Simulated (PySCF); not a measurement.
**One shape, several levels: doublet SiHBrClOF+**

Wanted: a comparison of 6 runs (UHF/3-21G, U-revPBE/6-31G*, U-wB97M-V/6-31G*, UPBE/6-31G*, UPBE0/6-31G*, USCS-MP2/6-31G*) of doublet SiHBrClOF+. Input form: a Python script.

The calculation is run with PySCF 2.14.0.

8 further runs of the same task are left out: 8 set aside as unsound or not needed.

### 1 The system as given

The species is SiHBrClOF+ (6 atoms), meant as a doublet with charge +1. As SMILES of the parent species, `O[Si](F)(Cl)Br`. The coordinates come from a PBE0-D4/def2-TZVP relaxation. This is one conformer, not always the lowest. That shape belongs to the parent species and isn't relaxed for this state.

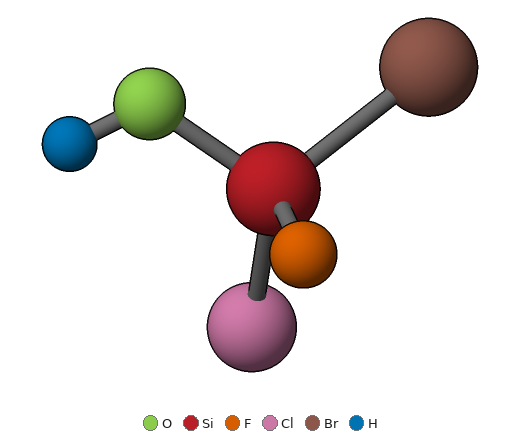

The structure, seen from a chosen angle (oxygen green, silicon red, fluorine orange, chlorine pink, bromine brown, hydrogen blue).

### 2 The energy at UHF/3-21G (run 1)

Contents of run.py:

```python
from pyscf import gto

mol = gto.M(
    atom=[
    ('O', (-0.495500, 0.332200, 1.178500)),
    ('Si', (0.211400, 0.017400, -0.237100)),
    ('F', (1.621600, -0.663100, -0.028300)),
    ('Cl', (-0.893500, -1.272300, -1.345800)),
    ('Br', (0.511800, 1.910000, -1.268400)),
    ('H', (-0.913700, -0.388000, 1.655000)),
],
    charge=1,
    basis='3-21g',
    verbose=3,
    spin=1,
    max_memory=1860,
)

hf = mol.UHF()
hf.conv_tol = 1e-10
hf.kernel()
if not hf.converged:
    hf = hf.newton().run(hf.mo_coeff, hf.mo_occ)

e_final = hf.e_tot
print('E(%s) = %.9f' % ('HF', e_final))
```

On the command line:

```console
OMP_NUM_THREADS=1 python run.py
```

What it wrote:

```text
converged SCF energy = -3478.44923467831  <S^2> = 0.75192643  2S+1 = 2.0019255
E(HF) = -3478.449234678
```

Run time: 1.9 s. Hardware: 1 thread of Intel Xeon Platinum 8488C (Sapphire Rapids), shared host; peak memory 0.14 GiB.

### 3 The energy at U-revPBE/6-31G(d) (spherical functions) (run 2)

Contents of run.py:

```python
from pyscf import gto, dft

system = gto.M(
    atom=[
    ('O', (-0.495500, 0.332200, 1.178500)),
    ('Si', (0.211400, 0.017400, -0.237100)),
    ('F', (1.621600, -0.663100, -0.028300)),
    ('Cl', (-0.893500, -1.272300, -1.345800)),
    ('Br', (0.511800, 1.910000, -1.268400)),
    ('H', (-0.913700, -0.388000, 1.655000)),
],
    charge=1,
    spin=1,
    max_memory=1860,
    basis='6-31g*',
    verbose=4,
)

myscf = dft.UKS(system, xc='revpbe')
myscf.grids.level = 5
myscf.conv_tol = 1e-10
myscf.kernel()
if not myscf.converged:
    myscf = myscf.newton().run(myscf.mo_coeff, myscf.mo_occ)

etot = myscf.e_tot
print('E(%s) = %.9f' % ('REVPBE', etot))
```

On the command line:

```console
OMP_NUM_THREADS=1 python run.py
```

What it wrote:

```text
PySCF version 2.14.0

[... 138 lines left out ...]
SCF not converged.
SCF energy = -3498.54016329112 after 50 cycles  <S^2> = 0.75155246  2S+1 = 2.0015519
[... 58 lines left out ...]
converged SCF energy = -3498.54016329367  <S^2> = 0.7515525  2S+1 = 2.0015519
E(REVPBE) = -3498.540163294
```

Run time: 61 s. Hardware: 1 thread of Intel Xeon Platinum 8488C (Sapphire Rapids), shared host; peak memory 0.72 GiB.

Runs 3 to 5 aren't shown in full; the table further down has their settings and results.

### 4 The energy at USCS-MP2/6-31G(d) (spherical functions) (run 6)

Contents of job.py:

```python
from pyscf import gto, mp

system = gto.M(
    atom='''
O     -0.495500     0.332200     1.178500
Si     0.211400     0.017400    -0.237100
F      1.621600    -0.663100    -0.028300
Cl    -0.893500    -1.272300    -1.345800
Br     0.511800     1.910000    -1.268400
H     -0.913700    -0.388000     1.655000
''',
    charge=1,
    max_memory=1860,
    spin=1,
    basis='6-31g*',
    verbose=3,
)

mf = system.UHF()
mf.conv_tol = 1e-10
mf.kernel()
if not mf.converged:
    mf = mf.newton().run(mf.mo_coeff, mf.mo_occ)

pt = mp.MP2(mf, frozen=21).run()
energy = mf.e_tot + 1.2 * pt.e_corr_os + pt.e_corr_ss / 3
print('Final energy', energy)
```

On the command line:

```console
OMP_NUM_THREADS=1 python job.py
```

What it wrote:

```text
converged SCF energy = -3495.19959317444  <S^2> = 0.75746792  2S+1 = 2.007454
E(UMP2) = -3495.98196669518  E_corr = -0.782373520743969
E(SCS-UMP2) = -3495.94126893502  E_corr = -0.741675760579669
Final energy -3495.9412689350165
```

It took 7.8 s on 1 thread of Intel Xeon Platinum 8488C (Sapphire Rapids), shared host; peak memory 0.28 GiB.

### 5 The series

| run | level | integration grid | nlc grid | energy (Eh) | HOMO energy (eV) | LUMO energy (eV) | ⟨S²⟩ | wall time |
| --- | --- | --- | --- | --- | --- | --- | --- | --- |
| 1 | UHF/3-21G | – | – | -3478.449235 | -18.62 | -10.00 | 0.752 | 1.9 s |
| 2 | U-revPBE/6-31G* (spherical functions) | 5 | – | -3498.540163 | -13.85 | -13.77 | 0.752 | 61 s |
| 3 | U-wB97M-V/6-31G* (spherical functions) | 5 | 1 | -3498.734210 | -17.20 | -11.72 | 0.754 | 5.4 min |
| 4 | UPBE/6-31G* (spherical functions) | 5 | – | -3498.073832 | -13.90 | -13.83 | 0.751 | 53 s |
| 5 | UPBE0/6-31G* (spherical functions) | 5 | – | -3498.214309 | -15.24 | -13.55 | 0.754 | 52 s |
| 6 | USCS-MP2/6-31G* (spherical functions) | – | – | -3495.941269 | -18.12 | -9.60 | 0.757 | 7.8 s |

### 6 Outcome

| quantity | value |
| --- | --- |
| run 6: total energy | -3495.94127 Eh |
| run 6: HOMO energy (Hartree–Fock orbitals) (highest over α and β) | -18.12 eV |
| run 6: LUMO energy (Hartree–Fock orbitals) (lowest over α and β) | -9.60 eV |
| run 6: correlation energy (21 core orbitals frozen) | -741.7 mEh |
| run 6: ⟨S²⟩ of the reference determinant | 0.757 |

In words: Totals of different functionals can't be ranked against each other. All runs together took 8.3 min, the longest 5.4 min.
